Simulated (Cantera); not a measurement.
Charge: 1 mol Cu, a varied amount of NH3, 4 mol CO, 16 mol CO2, held at 1673.15 K and 195 Torr.

Equilibrium computed with Cantera from the NASA thermochemical tables; the gas is ideal and each condensed phase is pure. Candidate condensed phases: C, C6H6, C7H8, C8H18, Cu, CuO, Cu(OH)2, Cu2O, H2O; 139 gas species. The numbers say what is thermodynamically allowed, not how fast it happens.

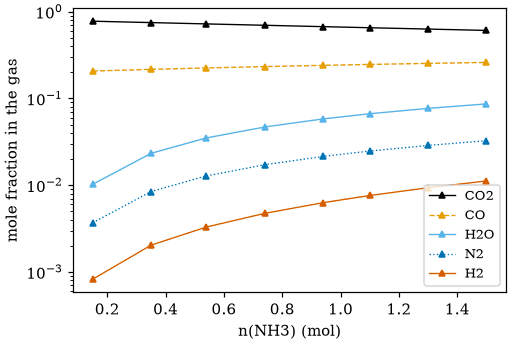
Fig. 1. Equilibrium gas composition (values under 1e-9 drawn at 1e-9)

Problem. Read off the mole fractions at 1.5 mol NH3.

Solution. CO2 about 0.61, CO about 0.26, H2O about 0.087, N2 about 0.033, H2 about 0.011.
